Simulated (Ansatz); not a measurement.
# Structural relaxation of Zr2CO2 MXene/Bi2Te3 quintuple layer periodic stack (55 atoms), part 2 of 2

Aim: bring Zr2CO2 MXene/Bi2Te3 quintuple layer periodic stack (55 atoms) to a nearby minimum of the energy and see what moves.

Ansatz 0.2.0; Kohn-Sham DFT, PBE+D4, PAW (set soft_2, large core), plane waves.

The cell: 7 C, 14 Zr, 14 O, 12 Te and 8 Bi. No spin–orbit coupling is included.

So far. Step 3 (Relaxation): The relaxation changed the energy by -3.88 meV/atom, and atoms moved by 0.045 Å r.m.s., 0.088 Å at most.

### Step 4. Distances and neighbours after relaxation

Bonds before and after, by the cutoffs listed below:

```
 pair  bonds before  bonds after  mean before (Å)  mean after (Å)  spread before (Å)  spread after (Å)
 O-Zr            42           42            2.127           2.117              0.013             0.003
 Zr-C            42           42            2.350           2.364              0.013             0.003
Te-Bi            48           48            3.150           3.149              0.093             0.091
```

Density 6.43 g/cm³, 22.48 Å³ an atom.

Pair distribution functions g(r), in bins of 0.2 Å:

```
r (Å)  total    O-O   O-Zr  O-Te  O-Bi    O-C  Zr-Zr
 2.10   3.02   0.00  23.35  0.00  0.00   0.00   0.00
 2.30   2.42   0.00   0.00  0.00  0.00   0.00   0.00
 2.50   0.00   0.00   0.00  0.00  0.00   0.00   0.00
 2.70   0.00   0.00   0.00  0.00  0.00   0.00   0.00
 2.90   1.54   0.00   0.00  0.00  0.00  23.80   0.00
 3.10   0.83   0.00   0.00  0.00  0.00   0.00   0.00
 3.30   4.50  19.05   0.00  0.52  0.00   0.00  28.30
 3.50   0.11   0.00   0.00  0.98  0.00   0.00   0.00
 3.70   0.43   0.00   2.59  0.84  0.00   0.00   0.00
 3.90   0.99   0.00   6.85  0.95  0.00   0.00   0.00
 4.10   0.94   0.00   0.00  0.87  0.00   0.00   0.00
 4.30   1.03   0.00   0.00  0.65  0.00   0.00   0.00
 4.50   1.32   0.00   0.00  0.28  0.00  10.55   0.00
 4.70   0.60   0.00   0.00  0.67  0.00   0.00   4.72
 4.90   1.57   4.26   8.55  0.86  0.18   0.00   0.00
 5.10   1.24   0.00   8.05  0.78  0.84   0.00   0.00
 5.30   1.46   0.00   0.00  0.32  0.95   0.00   0.00
 5.50   1.36   0.00   0.00  0.78  0.58  13.60   0.00
 5.70   1.72   6.45   0.00  0.18  0.96   0.00  12.75
 5.90   0.49   2.96   0.00  0.67  0.88   0.00   0.00
 6.10   0.30   0.00   0.00  0.63  0.83   0.00   0.00
 6.30   0.47   0.00   0.00  0.45  0.34   0.00   0.00
 6.50   0.39   0.00   0.00  0.70  1.04   0.00   0.00
 6.70   1.00   4.80   0.00  0.26  0.88   0.00   4.80
 6.90   2.24   4.53   8.88  0.37  0.55   0.00   0.00
 7.10   0.99   0.00   0.00  0.76  0.61   0.00   0.00
 7.30   1.20   0.00   0.00  1.10  0.42   7.95   0.00
 7.50   1.34   0.00   3.67  0.83  0.78   0.00   3.83
```

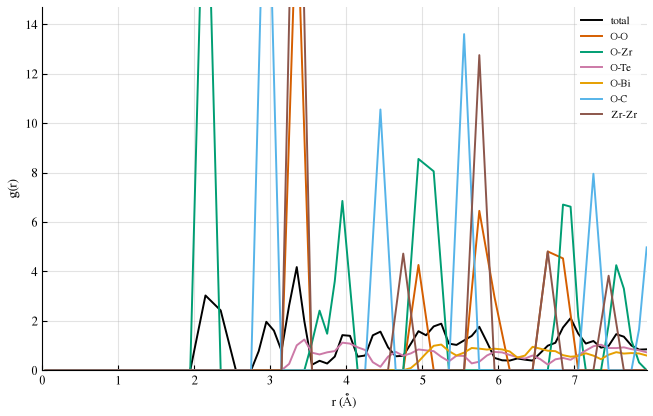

Pair distribution functions, lightly smoothed, with peaks cut at 14.

Bonds by pair of elements; cutoffs follow the first minimum of g(r), held within bounds set by covalent radii, and pairs that aren't listed don't count as bonded:

```
pair A-B  cutoff (Å)  bonds  mean length (Å)  spread (Å)  shortest (Å)  B about A  A about B
    O-Zr        2.82     42             2.12       0.003          2.11          3          3
    Zr-C        2.81     42             2.36       0.003          2.36          3          6
   Te-Bi        3.62     48             3.15       0.091          3.04          4          6
```

How many atoms have how many bonded neighbours:

```
element  mean   3   6
     Bi     6   0   8
      C     6   0   7
      O     3  14   0
     Te     4   8   4
     Zr     6   0  14
```

Bond angles, per cent of each kind in bins of 5°:

```
angle (°)  C-Zr-O  Te-Bi-Te  Zr-C-Zr  Bi-Te-Bi  Zr-O-Zr
    80–85    66.7       8.3      0.0      13.1      0.0
    85–90     0.0      11.7     40.0      15.5      0.0
    90–95     0.0      60.0     40.0      42.9      0.0
   95–100     0.0       0.0      0.0      14.3      0.0
  100–105     0.0       0.0      0.0       0.0    100.0
  105–110     0.0       0.0      0.0       0.0      0.0
  110–115     0.0       0.0      0.0       0.0      0.0
  115–120     0.0       0.0      0.0       0.0      0.0
  120–125     0.0       0.0      0.0       0.0      0.0
  125–130     0.0       0.0      0.0       0.0      0.0
  130–135     0.0       0.0      0.0       0.0      0.0
  135–140     0.0       0.0      0.0       0.0      0.0
  140–145     0.0       0.0      0.0       0.0      0.0
  145–150     0.0       0.0      0.0       0.0      0.0
  150–155     0.0       0.0      0.0       0.0      0.0
  155–160     0.0       0.0      0.0       0.0      0.0
  160–165     0.0       0.0      0.0       0.0      0.0
  165–170    33.3       0.0      0.0       0.0      0.0
  170–175     0.0       4.2      0.0       0.0      0.0
  175–180     0.0      15.8     20.0      14.3      0.0
```

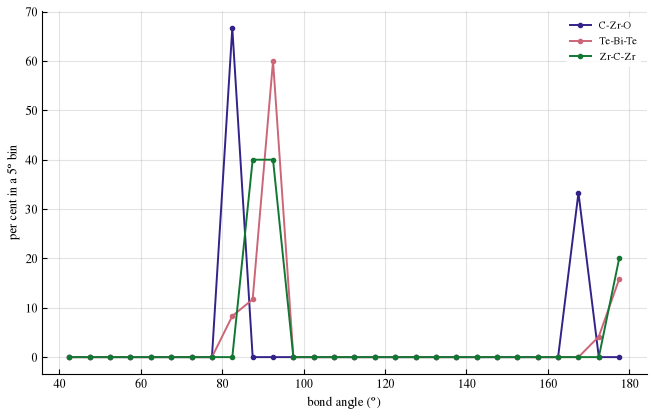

Distributions of the most common bond angles.

Bond angles (no mean is given where the spread exceeds 20°):

```
   angle  count  mean (°)  spread (°)
  C-Zr-O    126         -           -
Te-Bi-Te    120         -           -
 Zr-C-Zr    105         -           -
Bi-Te-Bi     84         -           -
 Zr-O-Zr     42       103         0.2
```

Bond length by coordination (bonds to H left out):

```
element  coordination  atoms  mean bond length (Å)
     Te             3      8                  3.06
     Te             6      4                  3.24
```

With the cutoffs above, all Bi atoms have 6, all C atoms have 6, all O atoms have 3 and 67 % of Te atoms have 3 bonded neighbours. Bonds at Te atoms with 3 neighbours average 3.06 Å, against 3.24 Å at those with 6.

### Step 5. Single point at the relaxed geometry

The electronic structure is read at the final geometry, in a run of its own.

Input file input.yaml:

```yaml
crystal:
  lattice:
    - [8.7587, 0.0, 0.0]
    - [-4.37935, 7.58526, 0.0]
    - [0.0, 0.0, 18.61]
  atoms:
    - { symbol: C, position: [0.14347, 0.71427, 0.12504] }
    - { symbol: Zr, position: [0.38126, 0.90444, 0.20024] }
    - { symbol: Zr, position: [0.33361, 0.66651, 0.05003] }
    - { symbol: O, position: [0.33344, 0.666, 0.24899] }
    [... 45 atom lines left out ...]
    - { symbol: Te, position: [0.23775, 0.60881, 0.82663] }
    - { symbol: Te, position: [0.0679, 0.77437, 0.6254] }
    - { symbol: Bi, position: [0.23582, 0.10705, 0.51647] }
    - { symbol: Bi, position: [0.40272, 0.93984, 0.73339] }
    - { symbol: Te, position: [0.40217, 0.93928, 0.42422] }
    - { symbol: Te, position: [0.23621, 0.10412, 0.8263] }
kpoints:
  mp_grid: { grid: [2, 2, 1] }
hamiltonian:
  xc: pbe
  dispersion: d4
  pseudopotentials: { kind: paw, core: large }
scf:
  occupations: { method: gaussian, width: 0.025 }
output:
  forces: true
  stress: true
  populations: intrinsic
  dos:
    method: { smearing: { sigma: 0.15 } }
    de: 0.1
    projected:
      site_lists:
        Bi: [Bi]
        C: [C]
        O: [O]
        Te: [Te]
        Zr: [Zr]
        layer_1: [0, 1, 2, 3, 4, 5, 6, 7, 8, 9, 10, 11, 12, 13, 14, 15, 16, 17, 18, 19, 20, 21, 22, 23, 24, 25, 26, 27, 28, 29, 30, 31, 32, 33, 34]
        layer_2: [35, 36, 37, 38, 39, 40, 41, 42, 43, 44, 45, 46, 47, 48, 49, 50, 51, 52, 53, 54]
  eigenvalues: true
  write_density: true
  write_potential: true
  volumetric_format: npy
  elf: true
```

Command:

```
ansatz run input.yaml --threads 4 --pin off --max-ram 8192MiB --backend cpu --events-out ev --progress --plain --runs-dir out
```

Numbers of over 12 decimals in the logs are rounded to 6 here.

Log:

```text
[...]
Crystal: 55 atoms, lattice volume = 1236.393 Å³
Basis set: ecut = 420 eV, 24189 PW (Γ), exchange–correlation on 120×120×250 points (8 copies of the dense FFT grid, shifted against one another)
Bands: 291, of which v1, the nominal top of the filled ones, is band 236 counted from 1 (235 counted from 0)
Symmetry: 1 space group operations
[...]
k-points: 4
[...]
SCF iter   1: F=—  HF=-226911.097994 eV  |F-HF|=—  |Δ(HF+E_count)|=         —  Δρ=9.31e-2  dr2=1.19e3  ethr=3.10e-3  ⟨swp⟩=7.0  Hψ=4533  notcnv=0  defer=78
[...]
SCF iter  16: F=-226850.130434 eV  HF=-226850.130434 eV  |F-HF|=3.87e-8  |Δ(HF+E_count)|=   6.74e-8  Δρ=2.48e-6  dr2=9.98e-8  ethr=2.12e-11  ⟨swp⟩=23.8  Hψ=12322  notcnv=0
SCF 1 converged in 16 iterations: F = -226850.130434 eV  dr2 = 9.98e-8
[...]
SCF converged after 16 iterations
Free energy (F): -226850.130434 eV
[...]
Internal energy: -226850.130434 eV  (E = F + TS)
E sigma→0 (E₀):  -226850.130434 eV
Fermi energy:    8.444970 eV
[...]
--- Forces (eV/Å), atoms counted from 1 ---
  atom   1  C     -0.00185549     0.00414986    -0.00765112
  atom   2  Zr     0.00308298    -0.00115174     0.00190908
  atom   3  Zr    -0.00082075     0.00197418     0.00657660
  atom   4  O      0.00117688     0.00187567     0.00209404
  atom   5  O      0.00020218    -0.00243041     0.00203103
  atom   6  C     -0.00005361     0.00271538     0.00157154
  atom   7  Zr    -0.00121696    -0.00085121     0.00710984
  atom   8  Zr    -0.00012532    -0.00336455     0.00384955
  atom   9  O     -0.00468701    -0.00070130     0.00218670
  atom  10  O     -0.00119709    -0.00217811    -0.00042328
  atom  11  C     -0.00108371     0.00052545    -0.00045323
  atom  12  Zr    -0.00292954     0.00505213    -0.00276611
  atom  13  Zr    -0.00024939     0.00484516    -0.00201412
  atom  14  O      0.00732104    -0.00263000     0.00097749
[...]
atom  54  Te     0.00140295    -0.00101206    -0.00562583
  atom  55  Te     0.00145915    -0.00282817    -0.00340513
  max |Σ_I F_I| component: 1.16e-4 eV/Å
--- Stress (GPa, compression-positive) ---
       -1.216186      -0.001112       0.001270
       -0.001112      -1.216260       0.001374
        0.001270       0.001374      -0.239696
  P = ⅓ Tr σ = -0.8907 GPa (-8.907 kbar)
--- Band table (eV) ---
[...]
--- intrinsic populations: 55 sites ---
  site symbol       q [e]
     0      C      4.9508
     1     Zr     10.8614
     2     Zr     10.8607
[...]
54     Te      6.1874
  spilling = -0.000000 (of n_electrons = 472.000000)
```

The job ended after 75 s (4 threads of Arm Neoverse V2, shared host; peak memory 6.6 GiB; 4.8 min of CPU time).

The run gave:

```
free energy                                      : -226850.1304 eV
free energy per atom                             : -4124.5478 eV/atom
SCF cycles                                       : 16
pressure                                         : -0.8907 GPa
r.m.s. force component                           : 0.00305 eV/Å
longest force                                    : 0.01296 eV/Å
Fermi energy                                     : 8.445 eV
gap (highest filled to lowest empty level) : 0.9545 eV
```

Intrinsic-atomic-orbital charges by element and coordination:

```
element  coordination  atoms  mean charge (e)  spread   least    most
     Bi           all      8            0.379  0.0017   0.376   0.381
      C           all      7           -0.952  8.0e-4  -0.953  -0.950
      O           all     14           -0.675  7.0e-4  -0.676  -0.674
     Te           all     12           -0.241  0.0751  -0.348  -0.187
     Te             3      8           -0.188  0.0011  -0.190  -0.187
     Te             6      4           -0.347  7.0e-4  -0.348  -0.346
     Zr           all     14             1.14  0.0016    1.14    1.14
```

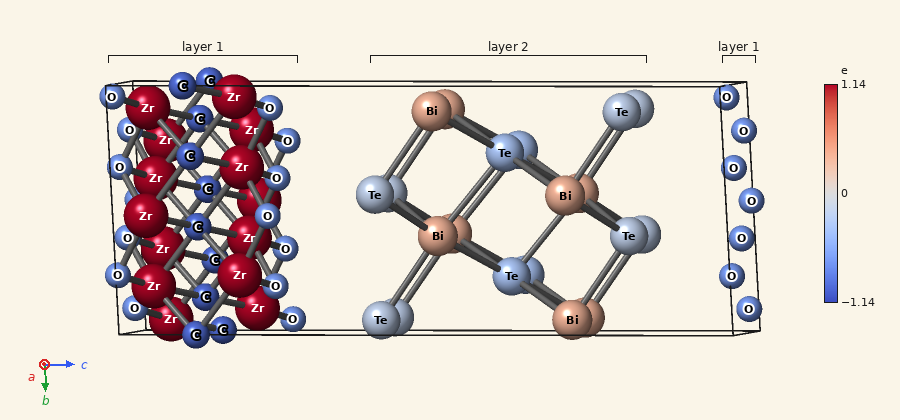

Atoms coloured by intrinsic-atomic-orbital charge. Bonds to atoms that aren't drawn are left out. Some periodic images of atoms are drawn too.

By region:

```
 region  atoms  mean length of the force (eV/Å)  net charge (e)
layer 1     35                            0.005           -0.14
layer 2     20                            0.004            0.14
```

States in the cell by windows of 1 eV, zero at the Fermi level; the larger projections on atomic orbitals stand beside the total:

```
from (eV)  to (eV)  total  layer 1  Zr d   O p  Te p  Bi p  C p
      -14      -13    0.5      0.0   0.0   0.0   0.0   0.0  0.0
      -13      -12    6.4      0.0   0.0   0.0   0.4   0.4  0.0
      -12      -11    9.5      0.0   0.0   0.0   0.6   0.5  0.0
      -11      -10   15.3      3.1   0.4   0.1   0.2   1.3  0.0
      -10       -9   18.7     10.9   2.7   0.2   0.4   0.4  0.0
       -9       -8    3.2      0.0   0.0   0.0   0.1   0.1  0.0
       -8       -7    0.3      0.0   0.0   0.0   0.0   0.0  0.0
       -7       -6    1.4      1.4   0.4   0.6   0.0   0.0  0.2
       -6       -5   34.4     33.5   8.8  21.1   0.5   0.3  1.7
       -5       -4   54.9     46.2   8.1  34.1   4.6   3.6  2.0
       -4       -3   23.2      6.5   1.5   2.5   9.4   6.5  2.1
       -3       -2   34.8     18.9   5.5   4.2   9.5   5.6  8.3
       -2       -1   37.6     17.4   4.0   4.1  16.4   2.4  8.7
       -1        0   11.6      1.2   0.2   0.3   9.6   0.1  0.7
        0        1    8.8      5.3   3.9   1.2   0.8   2.0  0.2
        1        2   31.1     10.9   8.6   1.4   7.6  10.7  0.6
        2        3   34.5     24.7  20.6   1.6   3.7   5.0  1.7
```

Between -26 and -14 eV lie 108 more states.

The stored curve holds about 360 of the 472 electrons; the rest, give or take the few that broadening carries across the Fermi level, lie in deeper levels below its range.

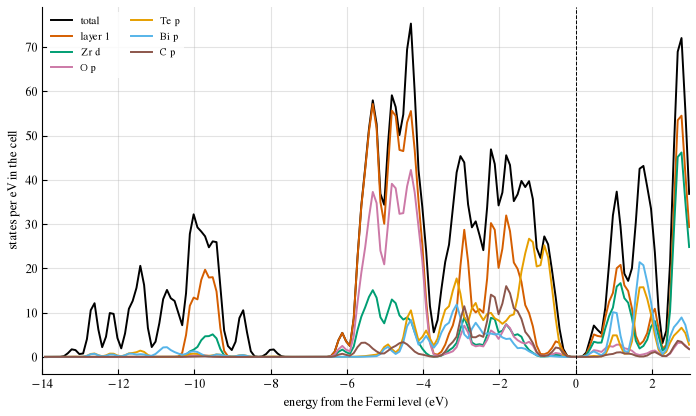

Total and projected density of states, with the broadening of the input.

The levels nearest the highest filled one (over half full), pooled over k-points and spins:

```
level less the highest filled one (eV)  occupation
                                -0.127           2
                                -0.107           2
                                -0.107           2
                                -0.106           2
                               -1.0e-4           2
                                     0           2
                                 0.955           0
                                 0.988           0
                                 0.989           0
                                 0.989           0
                                  1.33           0
                                  1.33           0
```

Planar average of the electrostatic potential energy along the normal, with the Fermi level as zero, after a running mean with a triangular window 4 Å wide at its base:

```
height (Å)  potential energy (eV)
       0.0                  -6.65
       0.7                 -10.28
       1.5                 -10.31
       2.2                  -9.54
       3.0                 -10.01
       3.7                 -10.62
       4.5                  -7.84
       5.2                  -2.71
       6.0                   1.02
       6.7                   1.19
       7.4                  -1.07
       8.2                  -3.82
       8.9                  -5.60
       9.5                  -6.06
      10.3                  -5.10
      11.0                  -3.77
      11.8                  -3.24
      12.5                  -4.16
      13.3                  -5.55
      14.0                  -6.01
      14.7                  -4.83
      15.5                  -2.42
      16.2                   0.29
      17.0                   1.47
      17.7                  -0.63
      18.5                  -5.63
```

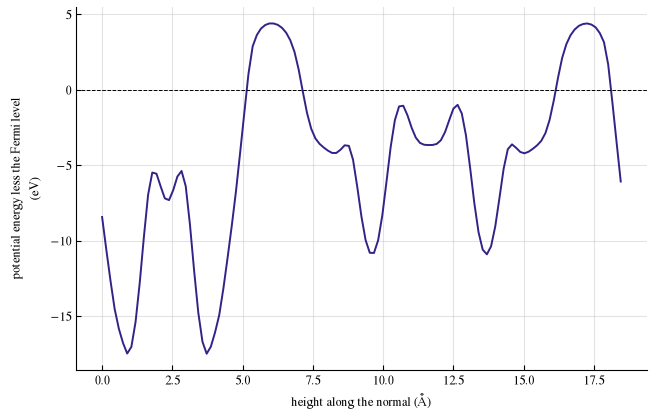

Planar average of the electrostatic potential energy; the dashed line is the Fermi level.

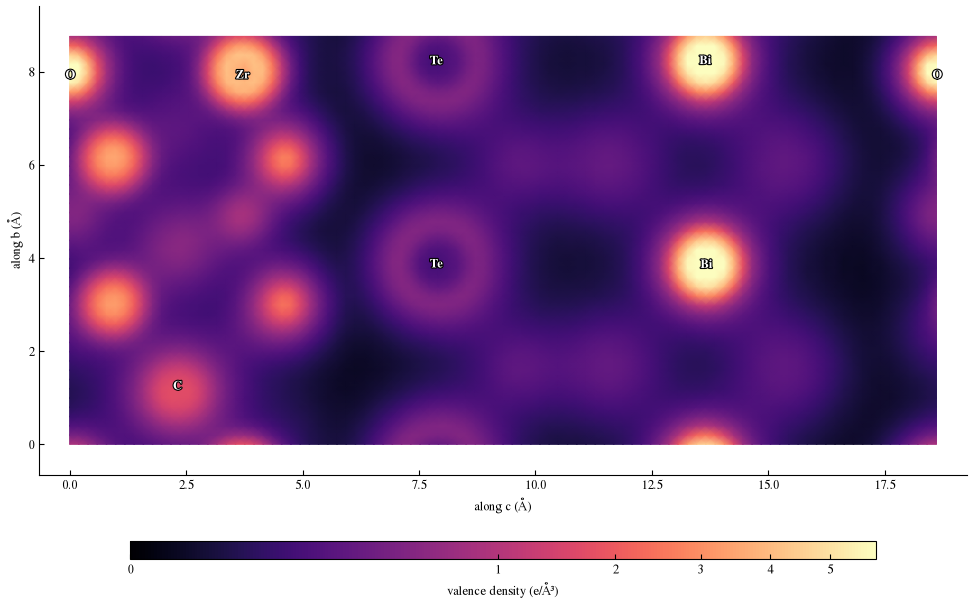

Valence density in the cb plane at fractional x = 0.403, with atoms of Zr and O and C and Bi and Te within 0.2 Å of it. It is the smooth field of the valence electrons, not physical close to the nuclei. The colour scale is stretched toward low values.

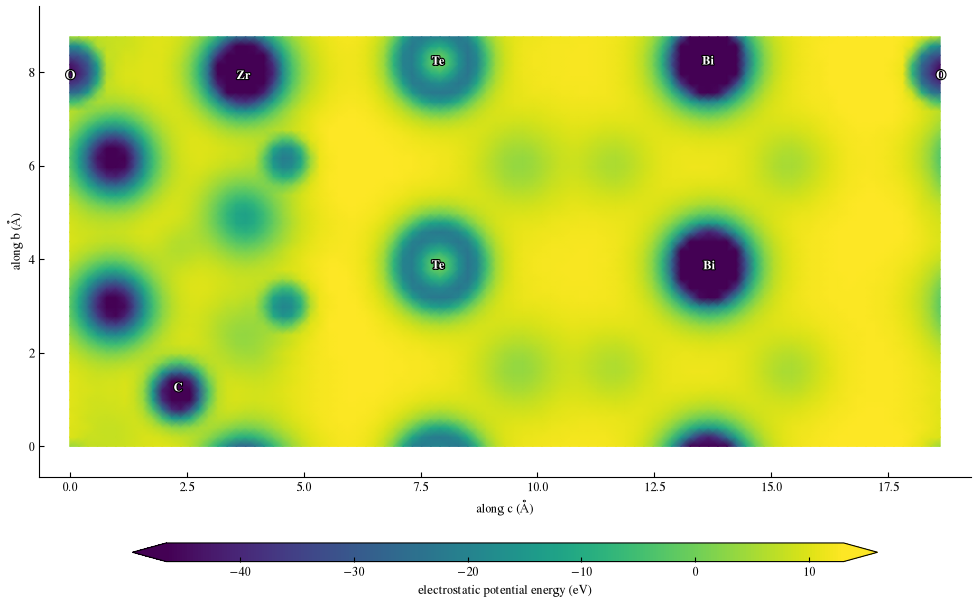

Electrostatic potential energy in the cb plane at fractional x = 0.403, with atoms of Zr and O and C and Bi and Te within 0.2 Å of it. With pseudopotentials it is smooth inside the atoms' cores, unlike the true potential.

Mean intrinsic-atomic-orbital charges: Bi +0.38, C -0.95, O -0.68, Te -0.24, Zr +1.14 e. By these charges the region 'layer 2' has given 0.14 e to 'layer 1'; where the regions aren't neutral units, this includes their ionic charge. The largest share in the top eV of filled states is Te p (73 % of the projected weight), and in the lowest eV of empty states Zr d (53 % of the projected weight).

The surroundings of C11, one of the 7 C atoms, nearest first, numbered as they follow in the input and with coordinates relative to it.

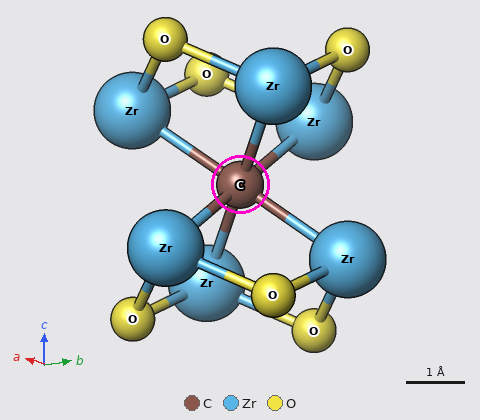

The atoms of the table, within 3.0 Å (arrows a, b, c point along x, y, z); some may hide others; the central atom is ringed.

```
atom      x      y      z  distance (Å)  bonds  intrinsic-atomic-orbital charge (e)
 C11   0.00   0.00   0.00          0.00      6                                -0.95
Zr12   1.25   1.44   1.39          2.36      6                                 1.14
Zr32  -1.87   0.36   1.39          2.36      6                                 1.14
Zr33  -1.25  -1.45  -1.38          2.36      6                                 1.14
 Zr7   0.63  -1.81   1.39          2.37      6                                 1.14
Zr13   1.88  -0.36  -1.39          2.37      6                                 1.14
 Zr3  -0.62   1.81  -1.40          2.37      6                                 1.14
 O10   0.62  -1.80  -2.29          2.98      3                                -0.68
  O4  -0.62   1.80   2.30          2.99      3                                -0.67
 O14   1.88  -0.37   2.29          2.99      3                                -0.68
 O35  -1.88   0.35  -2.30          2.99      3                                -0.68
 O34  -1.25  -1.44   2.31          2.99      3                                -0.68
 O15   1.25   1.44  -2.31          3.00      3                                -0.68
```

The column of bonds counts only the pairs O-Zr within 2.82 Å, Zr-C within 2.81 Å, Te-Bi within 3.62 Å; other neighbours, such as metal atoms beside each other in a compound, aren't counted, and periodic images can show an atom twice.

### Step 6. What came out

```json
{
 "energy change in the relaxation": "-3.885 meV/atom",
 "r.m.s. displacement": "0.045 Å",
 "largest displacement": "0.088 Å",
 "free energy per atom": "-4124.5478 eV/atom",
 "density": "6.431 g/cm³",
 "pressure": "-0.8907 GPa",
 "r.m.s. force component": "0.00305 eV/Å",
 "gap (highest filled to lowest empty level)": "0.9545 eV",
 "wall time of the 3 DFT runs": "4.4 min"
}
```

Relaxation lowers the energy by 3.88 meV/atom and moves atoms by 0.045 Å r.m.s.; the r.m.s. force component goes from 0.26 to 0.0031 eV/Å, the pressure goes from -0.77 to -0.89 GPa, and the gap from 0.791 to 0.955 eV. By the final cutoffs no bond was broken or made. From the first step to the last the energy fell by 0.214 eV, and the largest move was 0.09 Å (Bi53, with 1 other atom within 2 % of it). The Zr-C bonds change most in mean length: from 2.350 Å (spread 0.013) to 2.364 Å (spread 0.003). With the cutoffs above, all Bi atoms have 6, all C atoms have 6, all O atoms have 3 and 67 % of Te atoms have 3 bonded neighbours. The highest filled and lowest empty levels differ by 0.955 eV on the run's k-points; the mesh holds the band edges only if they fold onto it, so the gap at this level can be narrower or closed.

[Logs are printed without paths, hosts, clocks, repeated set-up lines and the standing remarks that a program may print on its own settings, such as how far it seeks lower states.]

[Hosts, paths, dates, database ids (printed as entryN), source tags and the programs' standing remarks are cut or masked in the printed files.]
